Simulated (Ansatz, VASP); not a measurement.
# SbP in two plane-wave programs, part 2 of 2

Aim: how closely do two programs agree when they are given the same cell, functional and k mesh? The cell is invented: As first built, before any earlier steps moved the atoms (in the runner's words): it takes the SbAs structure with some of its atoms replaced by other elements, volume scaled by an estimate. It may not be a known or stable phase. The cell is taken from a series of VASP runs on this material, whose earlier steps may have relaxed, scaled or displaced it; both programs get it as it stands. Valence electrons are named where the data sets of a main pair hold unlike numbers.

VASP 6.6.1 and Ansatz 0.2.0.

So far. Step 3 (VASP: band structure, PBE, spin-orbit coupling): The run ends at a pressure of 0.28 GPa.

## Step 5: Ansatz: band structure, r2SCAN, spin-orbit coupling

Level of this step: Ansatz beside VASP: Kohn-Sham DFT, plane waves, r2SCAN, spin-orbit coupling (Ansatz).

With cell and atoms fixed, the geometry can't cause a difference; cores, projectors, grids and the points listed under the comparison can.

The cell is taken from a series of VASP runs on this material, whose earlier steps may have relaxed, scaled or displaced it; both programs get it as it stands.

The input, input.yaml:

```yaml
crystal:
  lattice:
    - [1.94600079, 1.1235239091, 3.3899244623]
    - [-1.94600079, 1.1235239091, 3.3899244623]
    - [0.0, -2.2470478183, 3.3899244623]
  atoms:
    - { symbol: Sb, position: [0.5, 0.5, 0.5] }
    - { symbol: P, position: [0.0, 0.0, 0.0] }
hamiltonian:
  xc: r2scan
  pseudopotentials: { kind: paw_fr }
magnetization:
  noncollinear: true
  spin_orbit: true
kpoints:
  mp_grid: { grid: [6, 6, 6] }
  band_path:
    path:
      - [0.0, 0.0, 0.0]
      - [0.13333, 0.0, 0.0]
      - [0.3, 0.0, 0.0]
      - [0.46667, 0.0, 0.0]
      - [0.5, 0.04798, -0.04798]
      - [0.5, 0.12795, -0.12795]
      - [0.5, 0.20791, -0.20791]
      - [0.72542, 0.5, 0.27458]
      - [0.63872, 0.5, 0.36128]
      - [0.55202, 0.5, 0.44798]
      - [0.46667, 0.46667, 0.46667]
      - [0.3, 0.3, 0.3]
      - [0.13333, 0.13333, 0.13333]
      - [0.0, 0.0, 0.0]
      - [0.12332, 0.0, -0.12332]
      - [0.22197, 0.0, -0.22197]
      - [0.34529, 0.0, -0.34529]
      - [0.60404, 0.39596, 0.0]
      - [0.56069, 0.43931, 0.0]
      - [0.51734, 0.48266, 0.0]
      - [0.51734, 0.51734, 0.03199]
      - [0.56069, 0.56069, 0.11195]
      - [0.60404, 0.60404, 0.19192]
      - [0.62138, 0.62138, 0.25724]
      - [0.57803, 0.57803, 0.34394]
      - [0.53468, 0.53468, 0.43064]
      - [0.5, 0.0, 0.0]
      - [0.5867, 0.12332, 0.12332]
      - [0.6734, 0.24663, 0.24663]
      - [0.7601, 0.36995, 0.36995]
    npoints: 1
scf:
  occupations: { method: gaussian, width: 0.02 }
  n_extra_bands: 14
output:
  forces: true
  stress: true
  eigenvalues: true
```

Started as:

```console
> ansatz run input.yaml --threads 2 --pin off --max-ram 4608MiB --backend cpu --events-out ev --progress --plain --runs-dir out
```

Numbers of over 12 decimals in the logs are rounded to 6 here.

Log:

```text
[...]
Crystal: 2 atoms, lattice volume = 44.470 Å³
Basis set: ecut = 500 eV, 1141 PW (Γ), exchange–correlation on 120×120×120 points (64 copies of the dense FFT grid, shifted against one another)
Bands: 34, of which v1, the nominal top of the filled ones, is band 20 counted from 1 (19 counted from 0)
[...]
k-point 1: bands = [... 16 lower, 8.4317, 8.4317, 9.3762, 9.3762, 12.6237, 12.6237, 13.0518, 13.0518, ... 10 higher]
  k-point 2: bands = [... 16 lower, 8.6174, 8.6174, 10.0371, 10.0371, 10.7251, 10.7251, 11.0877, 11.0877, ... 10 higher]
  k-point 31: bands = [... 16 lower, 9.1827, 9.1827, 10.0478, 10.0478, 10.6147, 10.6147, 11.1722, 11.1722, ... 10 higher]
[key lines of the parts left out:]
SCF converged after 7 iterations
Magnetization: |M| = 0.0000 μB,  M = (+0.0000, +0.0000, +0.0000) μB
Free energy (F): -7246.880177 eV
Fermi energy:    10.460656 eV
P = ⅓ Tr σ = -1.0362 GPa (-10.362 kbar)
```

Elapsed: 4.3 min, on 2 threads of Arm Neoverse N1, shared host; peak memory 0.58 GiB; 60 s of CPU time.

## Step 6: VASP: band structure, r2SCAN, spin-orbit coupling

The same cell, functional, mesh and smearing now go to VASP, with its own data sets.

The input, INCAR:

```
SYSTEM = SbP
PREC = Accurate
ENCUT = 400
EDIFF = 1E-06
NELM = 100
ISMEAR = 0
SIGMA = 0.02
LREAL = .FALSE.
ALGO = Normal
METAGGA = R2SCAN
LASPH = .TRUE.
LNONCOLLINEAR = .TRUE.
MAGMOM = 0 0 0 0 0 0
NBANDS = 22
GGA_COMPAT = .FALSE.
LSORBIT = .TRUE.
LORBIT = 11
LWAVE = .FALSE.
LCHARG = .FALSE.
KPAR = 4
```

The input, POSCAR:

```
SbP
1.0
    1.9460007900      1.1235239091      3.3899244623
   -1.9460007900      1.1235239091      3.3899244623
    0.0000000000     -2.2470478183      3.3899244623
Sb P
1 1
Direct
    0.5000000000      0.5000000000      0.5000000000
    0.0000000000      0.0000000000      0.0000000000
```

The input, KPOINTS:

```
Automatic mesh
0
Gamma
6 6 6
0 0 0
```

The input, KPOINTS_OPT:

```
Line mode
16
Line-mode
Reciprocal
  0.00000000   0.00000000   0.00000000 GAMMA
  0.50000000   0.00000000   0.00000000 L

  0.50000000   0.00000000   0.00000000 L
  0.50000000   0.23989740  -0.23989740 B1

  0.76010260   0.50000000   0.23989740 B
  0.50000000   0.50000000   0.50000000 Z

  0.50000000   0.50000000   0.50000000 Z
  0.00000000   0.00000000   0.00000000 GAMMA

  0.00000000   0.00000000   0.00000000 GAMMA
  0.36994870   0.00000000  -0.36994870 X

  0.63005130   0.36994870   0.00000000 Q
  0.50000000   0.50000000   0.00000000 F

  0.50000000   0.50000000   0.00000000 F
  0.63005130   0.63005130   0.23989740 P1

  0.63005130   0.63005130   0.23989740 P1
  0.50000000   0.50000000   0.50000000 Z

  0.50000000   0.00000000   0.00000000 L
  0.76010260   0.36994870   0.36994870 P
```

Potentials, in the order of the species: Sb and P (PBE family, release 64).

Started as:

```console
> mpirun -np 4 vasp_ncl
```

Log:

```text
[banner, memory and clock lines left out]
running    4 mpi-ranks, on    1 nodes
[...]
|                                                                             |
|               ----> ADVICE to this user running VASP <----                  |
|                                                                             |
|     You enforced a specific xc type in the INCAR file but a different       |
|     [... a line on the potential file left out ...]
|     I HOPE YOU KNOW WHAT YOU ARE DOING!                                     |
|                                                                             |

 LDA part: xc-table for (None), standard interpolation
 POSCAR, INCAR and KPOINTS ok, starting setup
[...]
entering main loop
       N       E                     dE             d eps       ncg     rms          rms(c)
DAV:   1     0.121787755304E+01    0.12179E+01   -0.31982E+03  1408   0.617E+02
DAV:   2    -0.340889743647E+02   -0.35307E+02   -0.33476E+02  1866   0.120E+02
[...]
DAV:  12    -0.343659409783E+02   -0.33292E-06   -0.75598E-07  1296   0.646E-03
   1 F= -.34365941E+02 E0= -.34365678E+02  d E =-.526343E-03  mag=     0.0000    -0.0000     0.0000
 Start KPOINTS_OPT (optional k-point list driver)
k-point batch [1-32\144]
       N       E                     dE             ncg
DAV:   1     0.198105539928E+04   -0.42601E+04     1408
DAV:   2     0.843073061969E+03   -0.11380E+04     1894
DAV:   3     0.765529490891E+03   -0.77544E+02     1770
DAV:   4     0.764626539865E+03   -0.90295E+00     1588
DAV:   5     0.764616841361E+03   -0.96985E-02     1692
DAV:   6     0.764616675496E+03   -0.16587E-03     1606
DAV:   7     0.764616671776E+03   -0.37200E-05     1676
DAV:   8     0.764616671680E+03   -0.96302E-07     1132
[...]
k-point batch [129-144\144]
       N       E                     dE             ncg
DAV:   1     0.521097949713E+04   -0.36374E+04      704
DAV:   2     0.465118279927E+04   -0.55980E+03      972
DAV:   3     0.462044852836E+04   -0.30734E+02      890
DAV:   4     0.462017076249E+04   -0.27777E+00      812
DAV:   5     0.462016767443E+04   -0.30881E-02      842
DAV:   6     0.462016761978E+04   -0.54646E-04      818
DAV:   7     0.462016761861E+04   -0.11733E-05      820
DAV:   8     0.462016761858E+04   -0.33081E-07      574
```

OUTCAR, selected parts (step 6):

```text
  Total       -0.0094629     -0.0094629     -0.9024805      0.0000000      0.0000000     -0.0000000
  in kB       -0.3409339     -0.3409338    -32.5148541      0.0000000      0.0000000     -0.0000000
  external PRESSURE =     -11.0655740 kB  Pullay stress =       0.0000000 kB

 POSITION                                       TOTAL-FORCE (eV/Angst)
 -----------------------------------------------------------------------------------
      0.00000     -0.00000      5.08489        -0.000000      0.000000     -0.000000
      0.00000      0.00000      0.00000         0.000000     -0.000000      0.000000
 -----------------------------------------------------------------------------------
    total drift:                                0.000000      0.000000      0.000000

  FREE ENERGIE OF THE ION-ELECTRON SYSTEM (eV)
  ---------------------------------------------------
  free  energy   TOTEN  =       -34.3659409783 eV

  energy  without entropy=      -34.3654146352  energy(sigma->0) =      -34.36567781

 magnetization (x)
# of ion       s       p       d       tot
------------------------------------------
    1        0.000  -0.000  -0.000  -0.000
    2        0.000   0.000   0.000   0.000
--------------------------------------------------
tot          0.000  -0.000  -0.000   0.000

[... 4 parts as in an earlier step ...]

[... 1 further part left out ...]
[key lines of the parts left out:]
E-fermi :   8.1066
```

The PAW data sets were made with PBE, which is usual practice but a small mismatch for other functionals.

## Step 7: Comparison

What differs besides the data sets and the points named for the pairs above, as far as they apply: VASP keeps PBE cores, Ansatz makes them for the functional; the data sets hold 20 valence electrons in Ansatz (on its fully relativistic PAW (standard-fr) files) and 10 in VASP; the cutoff is 500 eV in Ansatz and 400 eV in VASP. Total energies have different zeros and are not compared.

Both answers:

```csv
quantity,Ansatz,VASP,difference
pressure (GPa),-1.04,-1.11,+0.07
```

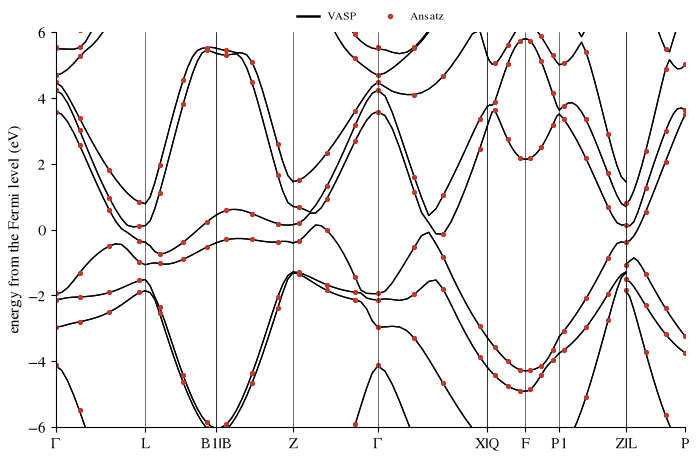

Bands from VASP (lines) and levels from Ansatz (dots). Dots without a line are higher empty bands that the VASP plot leaves out.

Levels from 3 eV below to 2 eV above the Fermi level differ by 8 meV r.m.s. and 18 meV at most; each VASP level is matched to the nearest of Ansatz, which flatters the figure a little.

## Step 8: Outcome

```
r.m.s. difference of levels near the Fermi level (band structure, PBE, spin-orbit coupling)    : 6.5 meV
r.m.s. difference of levels near the Fermi level (band structure, r2SCAN, spin-orbit coupling) : 7.8 meV
```

What this shows: The r.m.s. difference of levels near the Fermi level is 7.8 meV (band structure, r2SCAN, spin-orbit coupling), within the 80 meV picked in this series as the mark of a large difference. The data sets hold unlike numbers of valence electrons (20 in Ansatz and 10 in VASP), so part of the differences comes from the potentials. How closely two codes agree says nothing of how well the functional describes the real material.

[Lines on the potential files, build, host, timing and source positions are cut from VASP's logs without a mark.]

[Logs are printed without paths, hosts, clocks, repeated set-up lines and the standing remarks that a program may print on its own settings, such as how far it seeks lower states.]

[Hosts, paths, dates, database ids (printed as entryN), source tags and the programs' standing remarks are cut or masked in the printed files.]
